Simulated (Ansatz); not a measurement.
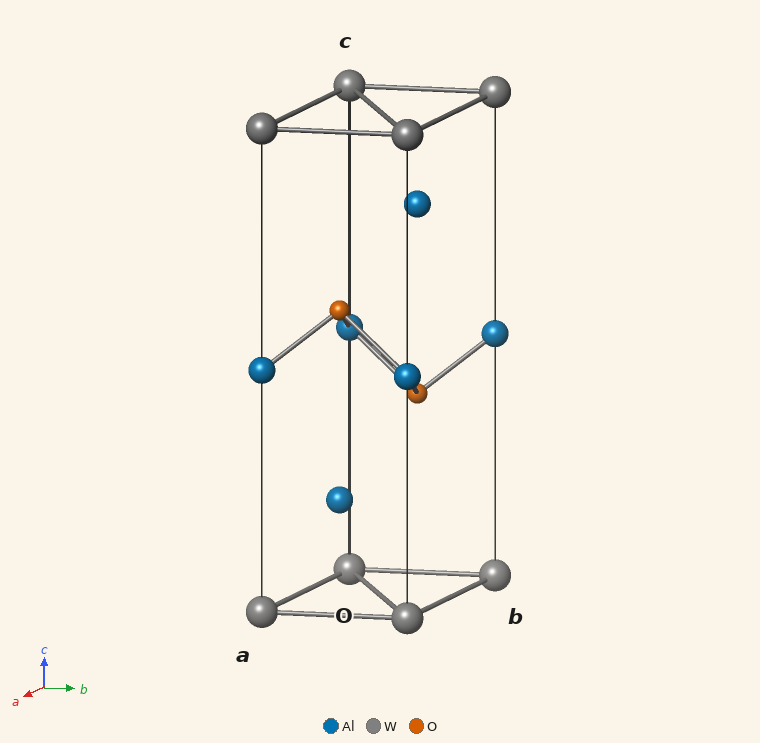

For Al3WO2, the end point of a relaxation with DFT PBE, scalar-relativistic, plane waves, PAW in Ansatz 0.2.0; the starting structure was generated, so it need not be a known form of this composition: one unit cell is drawn above. Geometry calculated from the standardised cell; symmetry tolerance 0.002 Å.

```xyz
6
Lattice="2.8718 0.0000 0.0000 -1.4359 2.4871 0.0000 0.0000 0.0000 10.1810" Properties=species:S:1:pos:R:3 pbc="T T T"
Al    0.0000    1.6580    8.0788
Al    1.4359    0.8290    2.1022
Al    0.0000    0.0000    5.0905
W     0.0000    0.0000    0.0000
O     0.0000    1.6580    4.0881
O     1.4359    0.8290    6.0929
```

Question: What is its point group?

Answer: -3m (D3d), order 12, trigonal system: one threefold axis, three twofold axes, three mirror planes, an inversion centre.

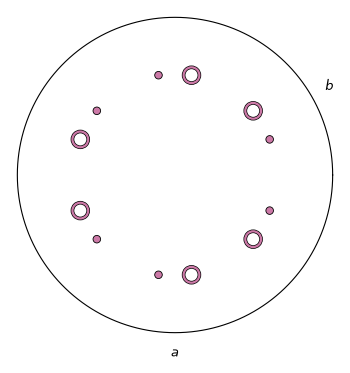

Stereographic projection: filled dots lie in the upper hemisphere, open rings in the lower. The poles are one general form. The c axis points at the viewer.

Question: What does this class allow?

Answer: Class -3m is centrosymmetric, so neither piezoelectric nor pyroelectric; it is not chiral. Its Laue class is -3m.
